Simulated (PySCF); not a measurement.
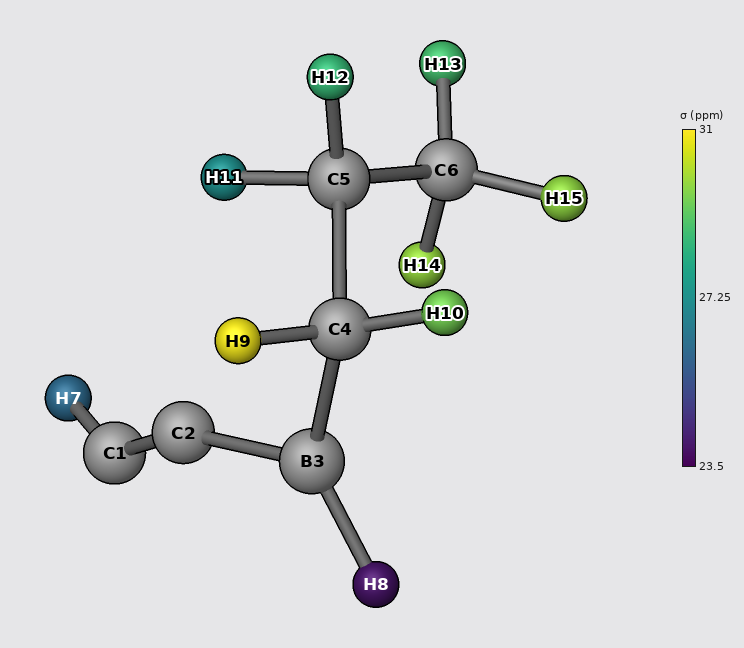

Atoms are coloured by their isotropic NMR shieldings (H only, the others grey). Geometry: a frame of a GFN2-xTB molecular-dynamics simulation, not a minimum. Properties computed with GIAO PBE0/pcSseg-1 NMR shielding, non-relativistic, gas phase (PySCF 2.14.0).

Q: Which H atom is the most shielded (lowest chemical shift)?

A: H9 (30.83 ppm).

Q: Which H atom is the least shielded (highest chemical shift)?

A: H8 (23.94 ppm).

Q: How wide is the range of H shifts?

A: 6.89 ppm.

Give the isotropic NMR shieldings of the H atoms atom by atom.

| atom | σ (ppm) |
| --- | --- |
| H7 | 26.09 |
| H8 | 23.94 |
| H9 | 30.83 |
| H10 | 29.43 |
| H11 | 27.24 |
| H12 | 28.56 |
| H13 | 28.79 |
| H14 | 29.82 |
| H15 | 29.76 |
